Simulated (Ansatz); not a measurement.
# GeSiH3ClO (SMILES Cl[SiH]1[O][GeH2]1): PBE0/6-31G(d) (spherical functions)

What is the vertical ionisation energy of GeSiH3ClO at PBE0/6-31G* (spherical functions)? 

Program for the calculation: Ansatz 0.2.0.

123 further runs of the same task are left out: 123 set aside as unsound or not needed.

### Step 1. The structure to begin with

GeSiH3ClO has 7 atoms, charge 0, and is taken as a singlet. SMILES: `Cl[SiH]1[O][GeH2]1`. The shape is that of a PBE0-D4/def2-TZVP optimisation.

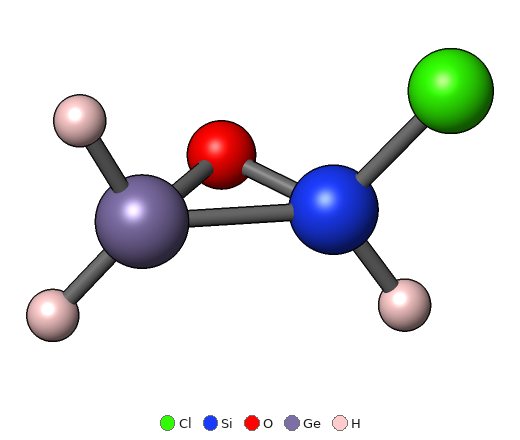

Viewed from a chosen angle; chlorine green, silicon blue, oxygen red, germanium purple, hydrogen pink.

### Step 2. The energy at PBE0/6-31G(d) (spherical functions)

Input file in.yaml:

```yaml
crystal:
  periodic: [false, false, false]
  atoms:
    - {symbol: Cl, position_ang: [0.946700, -2.488800, 0.655700]}
    - {symbol: Si, position_ang: [-0.269300, -1.038200, -0.101800]}
    - {symbol: O, position_ang: [0.399800, 0.013200, -1.157400]}
    - {symbol: Ge, position_ang: [0.044800, 1.152900, 0.326900]}
    - {symbol: H, position_ang: [-1.538000, -1.691900, -0.484400]}
    - {symbol: H, position_ang: [-0.900200, 2.274100, -0.128200]}
    - {symbol: H, position_ang: [1.377500, 1.710600, 0.843500]}
basis:
  gaussian: {orbitals: 6-31G_st_-spherical.json}
hamiltonian: {xc: {name: PBE0}}
output: {orbitals: {seedname: orbitals}}
accuracy: high
```

The basis set 6-31G* is read from a file made from the Basis Set Exchange's data (not shown).

On the command line:

```bash
$ ansatz run in.yaml --threads 1 --pin off --max-ram 3480MiB --events-out events.jsonl --progress --plain --runs-dir runs
```

What it wrote:

```text
Warning: RAYON_NUM_THREADS=1 ignored (pool sized by the plan → 1); use --threads N
Functional definition: PBE0
  name "PBE0"
  parameter a = 0.25
  parameter kappa = 0.804
  parameter beta = 0.06672455060314922
  exchange = (1 - a)*pbe_x(kappa = kappa, mu = beta*pi^2/3) + a*exact_x
  correlation = pbe_c(beta = beta)
1868 factors; integrals over basis functions are off by at most 5.8e-9 eV
mean field evaluation 1: about -78984.5470 eV, gradient 5.4e1 eV
mean field evaluation 2: about -78948.5187 eV, gradient 1.4e2 eV
mean field evaluation 4: about -78989.9163 eV, gradient 4.5e0 eV
mean field evaluation 8: about -78990.1562 eV, gradient 1.9e-1 eV
mean field evaluation 16: about -78990.1563 eV, gradient 4.3e-5 eV
mean field -78990.15630392 eV, -2902.8347027180 hartree, gradient 5.3e-8 eV, S^2 0.000000; 0 other end points of the search recorded, 0 dependent functions left out
reference -78990.15630690 eV, -2902.8347028277 hartree; 37, 37 occupied and 51, 51 virtual orbitals, 1868 factors
Total energy: -78990.15630690 eV, -2902.8347028277 hartree
```

Wall time 11 s (1 thread of Intel Xeon Platinum 8259CL at 2.50GHz (Skylake/Cascade Lake), shared host); peak memory 0.35 GiB.

### Step 3. The doublet cation

Input file molecule.yaml:

```yaml
crystal:
  periodic: [false, false, false]
  atoms:
    - {symbol: Cl, position_ang: [0.946700, -2.488800, 0.655700]}
    - {symbol: Si, position_ang: [-0.269300, -1.038200, -0.101800]}
    - {symbol: O, position_ang: [0.399800, 0.013200, -1.157400]}
    - {symbol: Ge, position_ang: [0.044800, 1.152900, 0.326900]}
    - {symbol: H, position_ang: [-1.538000, -1.691900, -0.484400]}
    - {symbol: H, position_ang: [-0.900200, 2.274100, -0.128200]}
    - {symbol: H, position_ang: [1.377500, 1.710600, 0.843500]}
basis:
  gaussian: {orbitals: 6-31G_st_-spherical.json}
total_charge: 1
output: {orbitals: {seedname: orbitals}}
accuracy: high
magnetization: {spin_polarized: true, initial_magnetization: 1}
hamiltonian: {xc: {name: PBE0}}
```

The basis set 6-31G* is read from a file made from the Basis Set Exchange's data (not shown).

On the command line:

```bash
$ ansatz run molecule.yaml --threads 1 --pin off --max-ram 3480MiB --events-out events.jsonl --progress --plain --runs-dir runs
```

What it wrote, shortened:

```text
Warning: RAYON_NUM_THREADS=1 ignored (pool sized by the plan → 1); use --threads N
[... 7 set-up lines as earlier in the session ...]
1868 factors; integrals over basis functions are off by at most 5.8e-9 eV
mean field evaluation 1: about -78968.4150 eV, gradient 5.5e1 eV
mean field evaluation 2: about -78843.3230 eV, gradient 1.4e2 eV
mean field evaluation 4: about -78979.9258 eV, gradient 1.1e1 eV
mean field evaluation 8: about -78980.9132 eV, gradient 7.2e-1 eV
mean field evaluation 16: about -78980.9176 eV, gradient 8.0e-4 eV
mean field evaluation 32: about -78980.9176 eV, gradient 1.4e-7 eV
mean field -78980.91758146 eV, -2902.4951859299 hartree, gradient 2.7e-8 eV, S^2 0.754835; 2 other end points of the search recorded, 0 dependent functions left out
reference -78980.91758442 eV, -2902.4951860386 hartree; 37, 36 occupied and 51, 52 virtual orbitals, 1868 factors
Total energy: -78980.91758442 eV, -2902.4951860386 hartree
```

It took 23 s on 1 thread of Intel Xeon Platinum 8259CL at 2.50GHz (Skylake/Cascade Lake), shared host; peak memory 0.53 GiB.

### Step 4. Results

At PBE0/6-31G* (spherical functions):

| quantity | value |
| --- | --- |
| singlet GeSiH3ClO: total energy | -2902.83470 Eh |
| singlet GeSiH3ClO: HOMO energy | -7.17 eV |
| singlet GeSiH3ClO: LUMO energy | -1.30 eV |
| singlet GeSiH3ClO: HOMO–LUMO gap | 5.87 eV |
| doublet cation: total energy | -2902.49519 Eh |
| doublet cation: HOMO energy (highest over α and β) | -14.15 eV |
| doublet cation: LUMO energy (lowest over α and β) | -11.27 eV |
| doublet cation: ⟨S²⟩ | 0.755 |
| vertical ionisation energy (to the doublet cation) | 9.239 eV |

Removing an electron at fixed nuclei costs 9.24 eV (213 kcal/mol). −ε(HOMO) before ionisation, 7.17 eV, is 2.06 eV below this ionisation energy.
